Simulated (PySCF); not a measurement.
# Run report: C$_{4}$H$_{11}$NOSi$_{2}$, NMR shielding calculation

System: C$_{4}$H$_{11}$NOSi$_{2}$.
Method: GIAO PBE0/pcSseg-1 NMR shielding, non-relativistic, gas phase (PySCF 2.14.0).

The geometry comes from this level: GFN2-xTB. It belongs to a series of runs on one base structure; here: H on C replaced by vinyl. Figures and captions count atoms from 1; the log counts them from 0 in places.

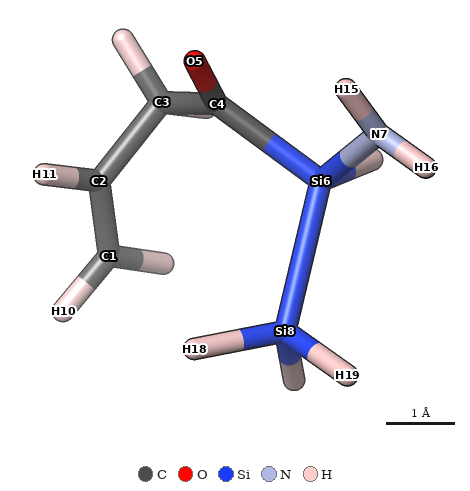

*The structure (stick view, seen at a tilt; atoms are numbered from 1 in the order of the input).*

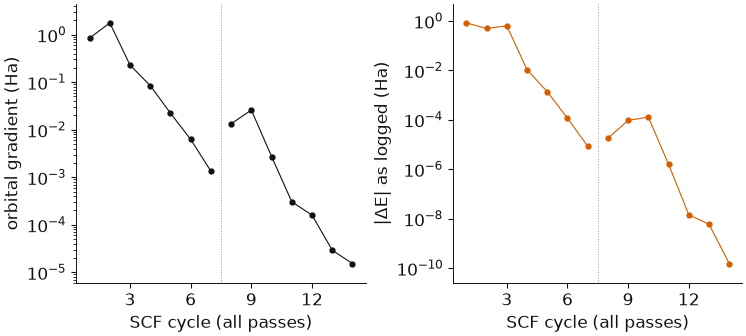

*Convergence of the self-consistent field: orbital gradient and size of the energy change against the SCF cycle. The dotted line marks the change from a coarse to the final integration grid.*

The first 7 cycles use a coarse grid, the final grid takes over at cycle 8, and the field converges after 14 cycles in all.

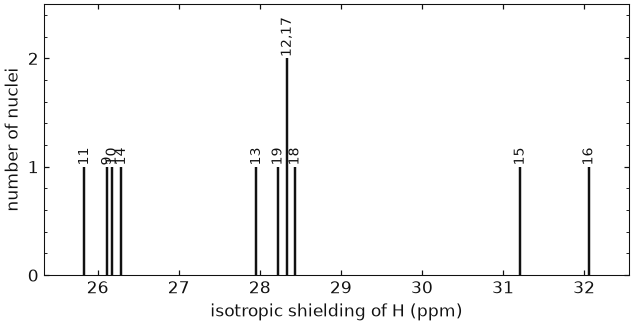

*Isotropic shieldings of the hydrogen nuclei in this fixed geometry, labelled by atom number; shielding grows to the right, so chemical shift grows to the left.*

The least shielded is H11 (25.8 ppm), the most shielded H16 (32.1 ppm).

The input that produced these results follows, with the program's output.

The input
```
{"job": {"kind": "nmr", "xc": "PBE0", "basis": "pcSseg-1"}, "charge": 0, "multiplicity": 1}
C     -2.512882     0.050051     0.267632
C     -1.912969     0.405027    -0.854768
C     -0.999391    -0.481579    -1.639086
C      0.415379     0.015305    -1.391290
O      0.947420     0.804814    -2.138835
Si     1.318480    -0.570623     0.198248
N      2.951664    -0.240404    -0.223044
Si     0.553355     0.472021     2.115960
H     -2.406628    -0.939735     0.679768
H     -3.152347     0.726330     0.807804
H     -2.033587     1.404045    -1.252195
H     -1.228753    -0.406706    -2.704345
H     -1.085028    -1.515117    -1.304161
H      1.163035    -2.039073     0.213585
H      3.127545     0.334939    -1.031788
H      3.678102    -0.133631     0.463424
H     -0.330230    -0.401829     2.893070
H     -0.177635     1.721389     1.886748
H      1.674666     0.804025     3.005810
```

The first line tells a small driver script what to run in PySCF; the rest is the geometry in Å.

Launch command:
```bash
OMP_NUM_THREADS=1 python <driver script> task.json out
```

The program's output
```
coarse grid: 16560 points
cycle   1  E = -867.1497179406  dE =  8.211e-01  |g| = 8.452e-01  |ddm| = 3.903e+00
cycle   2  E = -866.6610487192  dE =  4.887e-01  |g| = 1.763e+00  |ddm| = 2.332e+00
cycle   3  E = -867.2861733161  dE = -6.251e-01  |g| = 2.285e-01  |ddm| = 1.853e+00
cycle   4  E = -867.2965854412  dE = -1.041e-02  |g| = 8.452e-02  |ddm| = 2.541e-01
cycle   5  E = -867.2979410711  dE = -1.356e-03  |g| = 2.224e-02  |ddm| = 9.002e-02
cycle   6  E = -867.2980546948  dE = -1.136e-04  |g| = 6.246e-03  |ddm| = 2.807e-02
cycle   7  E = -867.2980631929  dE = -8.498e-06  |g| = 1.336e-03  |ddm| = 6.208e-03
final grid: 149976 points
cycle   8  E = -867.3514695711  dE = -1.786e-05  |g| = 1.330e-02  |ddm| = 2.812e-02
cycle   9  E = -867.3513761846  dE =  9.339e-05  |g| = 2.591e-02  |ddm| = 2.722e-02
cycle  10  E = -867.3515032930  dE = -1.271e-04  |g| = 2.725e-03  |ddm| = 1.849e-02
cycle  11  E = -867.3515048474  dE = -1.554e-06  |g| = 3.044e-04  |ddm| = 2.248e-03
cycle  12  E = -867.3515048615  dE = -1.409e-08  |g| = 1.596e-04  |ddm| = 4.682e-04
cycle  13  E = -867.3515048674  dE = -5.917e-09  |g| = 2.922e-05  |ddm| = 1.724e-04
cycle  14  E = -867.3515048676  dE = -1.503e-10  |g| = 1.523e-05  |ddm| = 3.850e-05
converged SCF energy = -867.3515048676

GIAO shielding tensors (ppm)
atom      isotropic    diamagn.    paramagn.     s11        s22        s33       span
  0 C       57.077     255.894    -198.817    -55.040     68.122    158.149    213.188
  1 C       45.830     258.265    -212.434    -73.809     53.415    157.885    231.694
  2 C      125.504     253.038    -127.534     91.651    129.644    155.218     63.567
  3 C      -57.875     255.382    -313.257   -163.105   -103.400     92.881    255.985
  4 O     -474.970     400.388    -875.358  -1310.531   -470.458    356.078   1666.609
  5 Si     402.464     881.004    -478.540    339.552    395.901    471.940    132.388
  6 N      271.087     317.395     -46.308    229.279    257.982    326.002     96.723
  7 Si     461.957     881.767    -419.810    440.030    465.535    480.306     40.276
  8 H       26.120      32.504      -6.384     22.014     27.087     29.259      7.245
  9 H       26.177      29.987      -3.810     23.183     26.444     28.904      5.721
 10 H       25.837      32.089      -6.253     23.139     26.031     28.340      5.202
 11 H       28.318      30.335      -2.017     26.214     26.679     32.061      5.847
 12 H       27.958      32.485      -4.527     25.720     28.244     29.911      4.191
 13 H       26.292      30.542      -4.250     21.534     26.178     31.164      9.630
 14 H       31.211      32.026      -0.815     22.370     27.891     43.371     21.001
 15 H       32.057      30.149       1.909     23.568     28.532     44.073     20.506
 16 H       28.357      30.633      -2.276     25.426     26.692     32.951      7.526
 17 H       28.432      31.379      -2.946     24.891     27.761     32.646      7.755
 18 H       28.223      30.059      -1.836     24.600     26.107     33.963      9.363
```

Key numbers

```csv
quantity,value
outcome,converged
total energy,−867.351505 hartree
HOMO,−6.79 eV
LUMO,−1.41 eV
dipole moment,1.37 D
"isotropic shielding, C",−57.9 to 125.5 ppm
"isotropic shielding, O",−475.0 ppm
"isotropic shielding, Si",402.5 to 462.0 ppm
"isotropic shielding, N",271.1 ppm
"isotropic shielding, H",25.8 to 32.1 ppm
hardware,"1 CPU thread, shared host"
wall time,39 s
peak memory,0.93 GiB
```
